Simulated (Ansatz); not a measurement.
**CdSe, response to strain**

Base system: CdSe in the wurtzite structure (space group P6_3mc, No. 186).

```
CELL_PARAMETERS angstrom
      4.24755     0.00000     0.00000
     -2.12377     3.67848     0.00000
      0.00000     0.00000     6.94096
ATOMIC_POSITIONS crystal
  Cd 0.33333 0.66667 0.00031
  Cd 0.66667 0.33333 0.50031
  Se 0.33333 0.66667 0.37569
  Se 0.66667 0.33333 0.87569
```

Cartesian axes are those of the cell as printed.

Strains are applied to the cell and any free atomic positions relax.

Level of theory: LDA (Ansatz, a quantum-chemistry and plane-wave program; PAW; 420 eV plane waves; no SOC).

Notes on the quantities. energy relative to the base: free energy F.

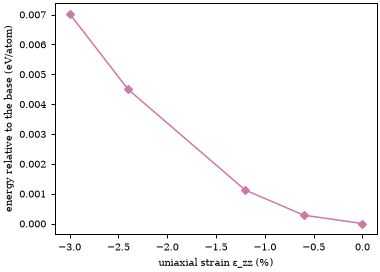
Figure: Energy relative to the base against uniaxial strain ε_zz

| uniaxial strain ε_zz (%) | energy relative to the base |
|---|---|
| -3 | +7.0 meV/atom |
| -2.4 | +4.5 meV/atom |
| -1.2 | +1.1 meV/atom |
| -0.6 | +0.3 meV/atom |

Stability against distortions was not tested.
